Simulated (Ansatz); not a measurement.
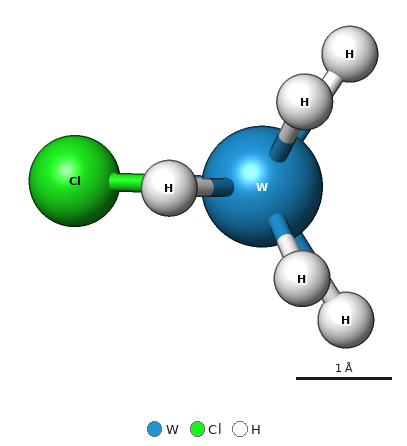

**Figure 1.** The structure as given in the input (ball-and-stick view, seen at a tilt). Sticks mark near contacts. Bond lengths as drawn: Cl–W 2.28 Å and H–W 1.66 to 1.70 Å.

# Run report: WH5Cl, nudged elastic band

System: WH5Cl.
Method: RKS B3LYP-D4/def2-SVP (Ansatz 0.2.0).

It belongs to a series of runs on one base structure; here: band between the two ends.

**The input**
```yaml
crystal:
  periodic: [false, false, false]
  atoms:
    - { symbol: W, position_ang: [0.002392, 0.16462, 0.374757] }
    - { symbol: Cl, position_ang: [0.924514, 0.280003, 2.457918] }
    - { symbol: H, position_ang: [1.346049, -0.741433, 0.017095] }
    - { symbol: H, position_ang: [-0.138487, 1.715336, -0.31277] }
    - { symbol: H, position_ang: [-1.511982, -0.611178, 0.422749] }
    - { symbol: H, position_ang: [-0.157054, -1.176713, -0.62512] }
    - { symbol: H, position_ang: [0.755867, 0.369366, -1.113329] }
basis:
  gaussian: { orbitals: def2-SVP }
hamiltonian:
  xc: b3lyp
  dispersion: d4
neb:
  order_check: false
  images: 8
  f_tol: 0.03
  max_iterations: 60
  climbing: false
  final_atoms:
    - { symbol: W, position_ang: [-0.08527091, 0.15498718, -0.00173666] }
    - { symbol: Cl, position_ang: [0.42140262, -0.93398889, 2.0727713] }
    - { symbol: H, position_ang: [1.4448215, 0.60843825, 0.48752721] }
    - { symbol: H, position_ang: [0.32709439, 1.75288025, -0.46474447] }
    - { symbol: H, position_ang: [-1.48919778, 0.12317586, 0.95367025] }
    - { symbol: H, position_ang: [0.94685111, -1.12257328, -0.2996755] }
    - { symbol: H, position_ang: [-0.34440193, -0.58291835, -1.52651214] }
  initial_path:
    images:
      - { positions_ang: [[0.002392, 0.16462, 0.374757], [0.924514, 0.280003, 2.457918], [1.346049, -0.741433, 0.017095], [-0.138487, 1.715336, -0.31277], [-1.511982, -0.611178, 0.422749], [-0.157054, -1.176713, -0.62512], [0.755867, 0.369366, -1.113329]] }
      - { positions_ang: [[0.00295986, 0.13075051, 0.29050101], [0.95432597, 0.18172762, 2.43507473], [1.4489537, -0.58092381, 0.1580691], [-0.11093415, 1.71787374, -0.2141435], [-1.55693554, -0.47611431, 0.31685494], [-0.11673224, -1.29351928, -0.51727981], [0.5996614, 0.32020653, -1.24777647]] }
      - { positions_ang: [[0.00352771, 0.09688102, 0.20624502], [0.98413795, 0.08345225, 2.41223145], [1.55185839, -0.42041463, 0.2990432], [-0.08338131, 1.72041148, -0.115517], [-1.60188908, -0.34105063, 0.21096088], [-0.07641049, -1.41032555, -0.40943962], [0.44345581, 0.27104706, -1.38222393]] }
      - { positions_ang: [[0.00409557, 0.06301153, 0.12198903], [1.01394992, -0.01482313, 2.38938818], [1.65476309, -0.25990544, 0.44001731], [-0.05582846, 1.72294923, -0.0168905], [-1.64684261, -0.20598694, 0.10506682], [-0.03608873, -1.52713183, -0.30159943], [0.28725021, 0.22188759, -1.5166714]] }
      - { positions_ang: [[0.00466343, 0.02914204, 0.03773304], [1.0437619, -0.1130985, 2.36654491], [1.75766779, -0.09939626, 0.58099141], [-0.02827561, 1.72548697, 0.081736], [-1.69179615, -0.07092326, -0.00082724], [0.00423303, -1.64393811, -0.19375925], [0.13104462, 0.17272812, -1.65111887]] }
      - { positions_ang: [[-0.00507689, 0.02807173, -0.00409959], [0.98786063, -0.24798649, 2.32375083], [1.76864251, 0.05058943, 0.63326165], [0.02345565, 1.72965855, 0.06484994], [-1.68926457, 0.01067161, 0.05816401], [0.12688915, -1.63792258, -0.15759875], [0.00879252, 0.06691875, -1.69702811]] }
      - { positions_ang: [[-0.0251254, 0.05980059, -0.00350885], [0.84624613, -0.41948709, 2.26100595], [1.68768726, 0.19005164, 0.59682804], [0.09936534, 1.73546398, -0.06754866], [-1.63924787, 0.03879767, 0.28204057], [0.33187964, -1.50908526, -0.19311793], [-0.0795061, -0.09554053, -1.65439911]] }
      - { positions_ang: [[-0.0451739, 0.09152945, -0.00291812], [0.70463163, -0.59098769, 2.19826106], [1.606732, 0.32951384, 0.56039443], [0.17527502, 1.7412694, -0.19994726], [-1.58923117, 0.06692373, 0.50591713], [0.53687013, -1.38024793, -0.22863712], [-0.16780471, -0.2579998, -1.61177012]] }
      - { positions_ang: [[-0.0652224, 0.12325831, -0.00232739], [0.56301712, -0.76248829, 2.13551618], [1.52577675, 0.46897604, 0.52396082], [0.2511847, 1.74707482, -0.33234587], [-1.53921448, 0.0950498, 0.72979369], [0.74186062, -1.2514106, -0.26415631], [-0.25610332, -0.42045908, -1.56914113]] }
      - { positions_ang: [[-0.08527091, 0.15498718, -0.00173666], [0.42140262, -0.93398889, 2.0727713], [1.4448215, 0.60843825, 0.48752721], [0.32709439, 1.75288025, -0.46474447], [-1.48919778, 0.12317586, 0.95367025], [0.94685111, -1.12257328, -0.2996755], [-0.34440193, -0.58291835, -1.52651214]] }
```

Launched with:
```bash
ansatz run input.yaml --threads 1 --pin off --max-ram 2048MiB --backend cpu --events-out ev --progress --plain --runs-dir out
```

**What the program printed**
```
Engine: ansatz 0.2.0, aarch64-unknown-linux-gnu
Functional definition: B3LYP
  parameter a0 = 0.2
  parameter ax = 0.72
  parameter ac = 0.81
  exchange = (1 - a0 - ax)*slater_x + ax*b88_x + a0*exact_x
  correlation = (1 - ac)*vwn_rpa_c + ac*lyp_c
803 factors; integrals over basis functions are off by at most 4.0e-4 eV
mean field evaluation 1: about -14424.7107 eV, gradient 2.0e1 eV
mean field evaluation 2: about -14424.4672 eV, gradient 2.4e1 eV
mean field evaluation 4: about -14425.8686 eV, gradient 3.9e0 eV
mean field evaluation 8: about -14425.9329 eV, gradient 1.4e-1 eV
mean field evaluation 16: about -14425.9329 eV, gradient 9.7e-6 eV
mean field -14425.93294229 eV, -530.1432573807 hartree, gradient 9.7e-6 eV, S^2 0.000000; 0 other end points of the search recorded, 0 dependent functions left out
the calculation of the forces begins
reference -14425.93321823 eV, -530.1432675211 hartree; 18, 18 occupied and 57, 57 virtual orbitals, 803 factors
802 factors; integrals over basis functions are off by at most 3.1e-4 eV
mean field evaluation 32: about -14424.5464 eV, gradient 7.3e-5 eV
mean field -14424.54643841 eV, -530.0923043029 hartree, gradient 7.3e-5 eV, S^2 0.000000; 0 other end points of the search recorded, 0 dependent functions left out
[... from here on the field's lines of each further geometry are left out, up to the last ...]
NEB iter   1: max|band force component| = 6.667e0 eV/Å  barrier→ = 6.2402 eV  barrier← = 4.8592 eV  Δτ_max = 0.1958 Å  (399 SCF iters)
NEB iter   2: max|band force component| = 3.574e0 eV/Å  barrier→ = 4.2196 eV  barrier← = 2.8385 eV  Δτ_max = 0.2000 Å  (333 SCF iters)
NEB iter   3: max|band force component| = 2.997e0 eV/Å  barrier→ = 3.2649 eV  barrier← = 1.8838 eV  Δτ_max = 0.1025 Å  (304 SCF iters)
NEB iter   4: max|band force component| = 2.380e0 eV/Å  barrier→ = 2.6362 eV  barrier← = 1.2551 eV  Δτ_max = 0.1015 Å  (271 SCF iters)
NEB iter   5: max|band force component| = 1.620e0 eV/Å  barrier→ = 1.8732 eV  barrier← = 0.4921 eV  Δτ_max = 0.1002 Å  (271 SCF iters)
NEB iter   6: max|band force component| = 1.402e0 eV/Å  barrier→ = 1.4684 eV  barrier← = 0.0873 eV  Δτ_max = 0.2000 Å  (271 SCF iters)
NEB iter   7: max|band force component| = 5.845e0 eV/Å  barrier→ = 1.5078 eV  barrier← = 0.1267 eV  Δτ_max = 0.0998 Å  (279 SCF iters)
NEB iter   8: max|band force component| = 1.758e0 eV/Å  barrier→ = 1.3811 eV  barrier← = 0.0000 eV  Δτ_max = 0.1997 Å  (266 SCF iters)
NEB iter   9: max|band force component| = 9.074e-1 eV/Å  barrier→ = 1.3811 eV  barrier← = 0.0000 eV  Δτ_max = 0.1392 Å  (262 SCF iters)
NEB iter  10: max|band force component| = 9.096e-1 eV/Å  barrier→ = 1.3811 eV  barrier← = 0.0000 eV  Δτ_max = 0.0687 Å  (262 SCF iters)
NEB iter  11: max|band force component| = 5.896e-1 eV/Å  barrier→ = 1.3811 eV  barrier← = 0.0000 eV  Δτ_max = 0.0694 Å  (263 SCF iters)
NEB iter  12: max|band force component| = 1.854e-1 eV/Å  barrier→ = 1.3811 eV  barrier← = 0.0000 eV  Δτ_max = 0.1410 Å  (259 SCF iters)
NEB iter  13: max|band force component| = 3.432e-1 eV/Å  barrier→ = 1.3811 eV  barrier← = 0.0000 eV  Δτ_max = 0.0706 Å  (256 SCF iters)
NEB iter  14: max|band force component| = 2.510e-1 eV/Å  barrier→ = 1.3811 eV  barrier← = 0.0000 eV  Δτ_max = 0.0702 Å  (261 SCF iters)
NEB iter  15: max|band force component| = 1.936e-1 eV/Å  barrier→ = 1.3811 eV  barrier← = 0.0000 eV  Δτ_max = 0.0709 Å  (264 SCF iters)
NEB iter  16: max|band force component| = 2.792e-1 eV/Å  barrier→ = 1.3811 eV  barrier← = 0.0000 eV  Δτ_max = 0.0681 Å  (264 SCF iters)
NEB iter  17: max|band force component| = 1.169e-1 eV/Å  barrier→ = 1.3811 eV  barrier← = 0.0000 eV  Δτ_max = 0.1434 Å  (255 SCF iters)
NEB iter  18: max|band force component| = 3.721e-1 eV/Å  barrier→ = 1.3811 eV  barrier← = 0.0000 eV  Δτ_max = 0.0712 Å  (262 SCF iters)
NEB iter  19: max|band force component| = 4.009e-1 eV/Å  barrier→ = 1.3811 eV  barrier← = 0.0000 eV  Δτ_max = 0.1453 Å  (257 SCF iters)
NEB iter  20: max|band force component| = 6.708e-1 eV/Å  barrier→ = 1.3811 eV  barrier← = 0.0000 eV  Δτ_max = 0.1419 Å  (262 SCF iters)
NEB iter  21: max|band force component| = 1.003e0 eV/Å  barrier→ = 1.3811 eV  barrier← = 0.0000 eV  Δτ_max = 0.1372 Å  (256 SCF iters)
NEB iter  22: max|band force component| = 1.008e0 eV/Å  barrier→ = 1.3811 eV  barrier← = 0.0000 eV  Δτ_max = 0.1966 Å  (254 SCF iters)
NEB iter  23: max|band force component| = 3.766e-1 eV/Å  barrier→ = 1.3811 eV  barrier← = 0.0000 eV  Δτ_max = 0.1373 Å  (268 SCF iters)
NEB iter  24: max|band force component| = 3.685e-1 eV/Å  barrier→ = 1.3811 eV  barrier← = 0.0000 eV  Δτ_max = 0.1960 Å  (257 SCF iters)
NEB iter  25: max|band force component| = 2.102e-1 eV/Å  barrier→ = 1.3811 eV  barrier← = 0.0000 eV  Δτ_max = 0.0526 Å  (264 SCF iters)
NEB iter  26: max|band force component| = 1.942e-1 eV/Å  barrier→ = 1.3811 eV  barrier← = 0.0000 eV  Δτ_max = 0.0530 Å  (252 SCF iters)
NEB iter  27: max|band force component| = 9.620e-2 eV/Å  barrier→ = 1.3811 eV  barrier← = 0.0000 eV  Δτ_max = 0.0136 Å  (221 SCF iters)
NEB iter  28: max|band force component| = 4.609e-2 eV/Å  barrier→ = 1.3811 eV  barrier← = 0.0000 eV  Δτ_max = 0.0063 Å  (214 SCF iters)
the calculation of the forces begins
reference -14425.81487350 eV, -530.1389184328 hartree; 18, 18 occupied and 57, 57 virtual orbitals, 803 factors
803 factors; integrals over basis functions are off by at most 5.9e-4 eV
mean field -14425.27085213 eV, -530.1189260162 hartree, gradient 4.1e-6 eV, S^2 0.000000; 1 other end points of the search recorded, 0 dependent functions left out
the calculation of the forces begins
reference -14425.27112919 eV, -530.1189361978 hartree; 18, 18 occupied and 57, 57 virtual orbitals, 803 factors
NEB iter  29: max|band force component| = 7.327e-3 eV/Å  barrier→ = 1.3811 eV  barrier← = 0.0000 eV  Δτ_max = 0.0000 Å  (427 SCF iters)
```

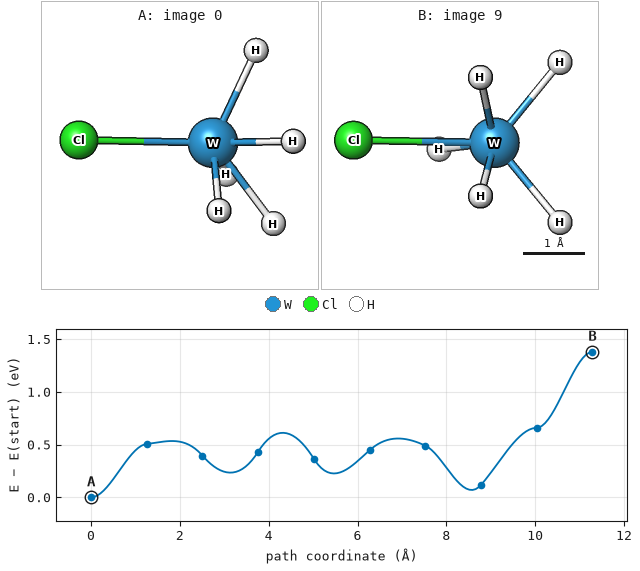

**Figure 2.** Images of the last band (counted from 0; ball-and-stick, seen on its broad side) above the energy along the path; the line is a cubic interpolation that uses the forces. No image lies above both ends; the end is 1.381 eV above the start. The path is 11.29 Å long. The band converged in 29 iterations.

```
Total energy: -14424.79098977 eV, -530.1012913997 hartree
Atom 0 at    -0.085271     0.154987    -0.001737 Å, force     0.013625    -0.004696    -0.000273 eV/Å
Atom 1 at     0.421403    -0.933989     2.072771 Å, force     0.006295    -0.003592     0.003814 eV/Å
Atom 2 at     1.444821     0.608438     0.487527 Å, force    -0.008697     0.009560     0.002722 eV/Å
Atom 3 at     0.327094     1.752880    -0.464744 Å, force     0.001721    -0.004647    -0.000757 eV/Å
Atom 4 at    -1.489198     0.123176     0.953670 Å, force    -0.004617     0.003667    -0.000059 eV/Å
Atom 5 at     0.946851    -1.122573    -0.299675 Å, force    -0.011272    -0.001161    -0.003726 eV/Å
Atom 6 at    -0.344402    -0.582918    -1.526512 Å, force     0.002944     0.000868    -0.001723 eV/Å
Dipole moment:    -0.261641     0.256829    -0.399482 e Å
this run last wrote the band of iteration 29 to [file]
```

**The last band as extended XYZ (Å, eV, eV/Å)**
```
7
Properties=species:S:1:pos:R:3:forces:R:3 image=0 energy=-14426.17178
W     0.0024    0.1646    0.3748    0.0174  -0.0091  -0.0034
Cl    0.9245    0.2800    2.4579   -0.0052  -0.0033  -0.0168
H     1.3460   -0.7414    0.0171   -0.0140   0.0084   0.0019
H    -0.1385    1.7153   -0.3128   -0.0056   0.0074   0.0047
H    -1.5120   -0.6112    0.4227   -0.0071   0.0033   0.0056
H    -0.1571   -1.1767   -0.6251    0.0057  -0.0065   0.0057
H     0.7559    0.3694   -1.1133    0.0088  -0.0003   0.0024
7
Properties=species:S:1:pos:R:3:forces:R:3 image=1 energy=-14425.66454
W    -0.0606    0.2935    0.4907    0.0002   0.0014   0.0007
Cl    0.8798   -0.1079    2.5518    0.0075   0.0074  -0.0014
H     1.4047   -0.2168   -0.0959    0.0049  -0.0168   0.0167
H     0.2696    1.6903   -0.4382   -0.0118   0.0002  -0.0073
H    -1.4777   -0.5459    0.0623    0.0052  -0.0128   0.0066
H     0.0972   -1.2124   -0.1702   -0.0224   0.0002  -0.0128
H     0.1082    0.0993   -1.1792    0.0163   0.0205  -0.0025
7
Properties=species:S:1:pos:R:3:forces:R:3 image=2 energy=-14425.77526
W    -0.0557    0.2232    0.4551    0.0215  -0.0311  -0.0298
Cl    0.6534   -0.3092    2.5745   -0.1404  -0.0360   0.0078
H     1.2576    0.1510   -0.5492   -0.0738   0.1366  -0.2215
H     0.5636    1.6905   -0.1524    0.1153  -0.0039   0.1194
H    -1.6417   -0.1442   -0.0734   -0.0398   0.1323   0.0007
H     0.6688   -1.2124    0.0721    0.2622   0.0028   0.0970
H    -0.2247   -0.3989   -1.1053   -0.1450  -0.2007   0.0264
7
Properties=species:S:1:pos:R:3:forces:R:3 image=3 energy=-14425.73832
W     0.1431    0.1422    0.3198   -0.1331   0.1847   0.1097
Cl    0.0449   -0.3404    2.5618    0.4430  -0.2557  -0.0190
H     1.0383    0.2075   -1.1511    0.1493  -0.0398   0.4227
H     0.9383    1.6392    0.2430   -0.1372   0.1244  -0.2136
H    -1.5363    0.0577    0.2867   -0.1008   0.1607  -0.2247
H     1.1286   -1.2203    0.0584   -0.4551   0.0814  -0.0383
H    -0.5355   -0.4859   -1.0973    0.2338  -0.2557  -0.0367
7
Properties=species:S:1:pos:R:3:forces:R:3 image=4 energy=-14425.80487
W     0.1289   -0.1721    0.2994   -0.1226  -0.2219   0.0674
Cl    0.0347   -0.0647    2.5862    0.3876   0.2611   0.0433
H     1.0811    0.0273   -1.1141    0.1226  -0.0386   0.3756
H     1.1012    1.2208    0.2861   -0.4283  -0.0820  -0.0753
H    -1.5502   -0.0816    0.2072   -0.0826  -0.1447  -0.2153
H     0.9298   -1.6277   -0.0399   -0.1067  -0.0986  -0.2113
H    -0.5043    0.6980   -1.0036    0.2301   0.3247   0.0157
7
Properties=species:S:1:pos:R:3:forces:R:3 image=5 energy=-14425.72497
W    -0.0513   -0.2884    0.4167   -0.0055   0.0153  -0.0001
Cl    0.5994   -0.1118    2.6124   -0.0710   0.0503   0.0169
H     1.2823    0.0375   -0.5069   -0.0385  -0.1264  -0.1806
H     0.5712    1.2405    0.2859    0.1959  -0.0017   0.1167
H    -1.6266    0.1651   -0.0681   -0.0394  -0.1007  -0.0704
H     0.6366   -1.5761   -0.4637    0.1028   0.0079   0.0693
H    -0.1904    0.5332   -1.0549   -0.1442   0.1552   0.0481
7
Properties=species:S:1:pos:R:3:forces:R:3 image=6 energy=-14425.67985
W    -0.0325   -0.3468    0.4084    0.0029  -0.0049  -0.0013
Cl    0.8506   -0.3964    2.5308    0.0335  -0.0317  -0.0142
H     1.3938    0.3991    0.0083    0.0179   0.0637   0.0922
H     0.0159    1.2600    0.0228   -0.0946   0.0058  -0.0636
H    -1.5100    0.4739    0.1969    0.0184   0.0457   0.0419
H     0.3068   -1.5520   -0.7573   -0.0534  -0.0025  -0.0269
H     0.1967    0.1622   -1.1886    0.0753  -0.0760  -0.0281
7
Properties=species:S:1:pos:R:3:forces:R:3 image=7 energy=-14426.05406
W    -0.0089   -0.1684    0.3147   -0.0086  -0.1382   0.0627
Cl    0.9118   -0.9071    2.2629    0.0334   0.1798   0.1277
H     1.2663    0.9112    0.3611    0.0666  -0.2048  -0.2610
H    -0.1366    1.3177   -0.4921   -0.2017  -0.0232   0.2836
H    -1.5726    0.4657    0.5885    0.0340   0.0694  -0.1667
H     0.0680   -1.5858   -0.6028   -0.0762  -0.0265  -0.1614
H     0.6932   -0.0334   -1.2109    0.1524   0.1435   0.1152
7
Properties=species:S:1:pos:R:3:forces:R:3 image=8 energy=-14425.51165
W    -0.0012    0.0306    0.2195    0.0003  -0.0006   0.0010
Cl    0.8222   -1.0852    2.0986    0.0029  -0.0011   0.0004
H     1.1824    1.0671    0.7742   -0.0016   0.0030   0.0016
H     0.4185    1.3592   -0.7575    0.0004  -0.0025  -0.0018
H    -1.6134    0.2540    0.7550   -0.0007   0.0007  -0.0010
H     0.4436   -1.4537   -0.3987   -0.0031  -0.0020  -0.0007
H    -0.0307   -0.1721   -1.4699    0.0018   0.0024   0.0005
7
Properties=species:S:1:pos:R:3:forces:R:3 image=9 energy=-14424.79071
W    -0.0853    0.1550   -0.0017    0.0136  -0.0047  -0.0003
Cl    0.4214   -0.9340    2.0728    0.0063  -0.0036   0.0038
H     1.4448    0.6084    0.4875   -0.0087   0.0096   0.0027
H     0.3271    1.7529   -0.4647    0.0017  -0.0046  -0.0008
H    -1.4892    0.1232    0.9537   -0.0046   0.0037  -0.0001
H     0.9469   -1.1226   -0.2997   -0.0113  -0.0012  -0.0037
H    -0.3444   -0.5829   -1.5265    0.0029   0.0009  -0.0017
```

**Results in brief**

- outcome: converged
- barrier, forward: 1.381 eV
- barrier, backward: 0.000 eV
- hardware: 1 thread of Arm Neoverse V1, 24 GiB of memory available, shared host
- wall time: 14 min
- peak memory: 0.14 GiB

**Remarks**

The order of the saddle point was not checked.
